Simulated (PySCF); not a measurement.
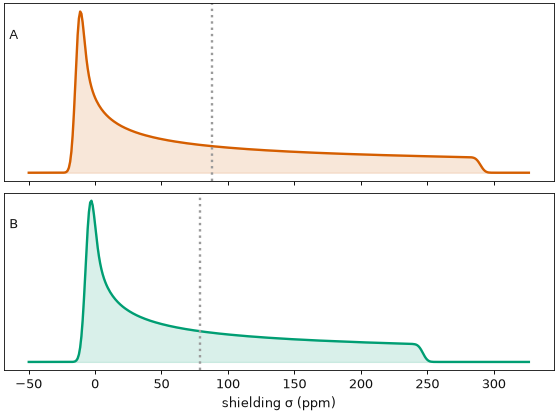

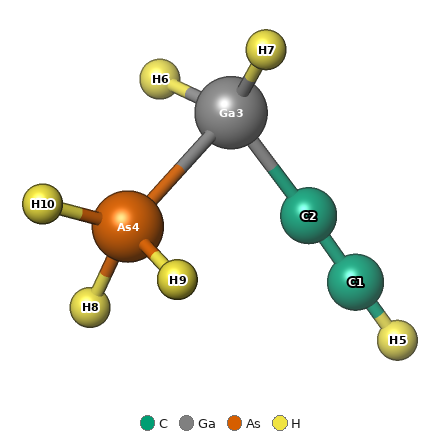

Static powder patterns (¹³C) from GIAO shielding tensors of C₂H₆AsGa, SMILES C#[C][GaH2-][AsH3+], singlet, PBE0/pcSseg-1, PySCF 2.14.0, at a PBE0-D3(BJ)/def2-SVP geometry (no frequency check); absolute shielding, one fixed geometry of the isolated molecule without any motion, no dipolar terms. The dotted line is the isotropic value; skew is 3(σiso − σ22)/span.

### The panels belong to C1 and C2. Which is which?

panel A: C2, σ11, σ22, σ33 = −13, −13, 290 ppm, isotropic 88, span 303 ppm, skew 1.00; panel B: C1, σ11, σ22, σ33 = −7, −3, 247 ppm, isotropic 79, span 254 ppm, skew 0.97.

Note: relativity, spin-orbit coupling included, is left out, which matters for Ga and As nuclei and their neighbours.
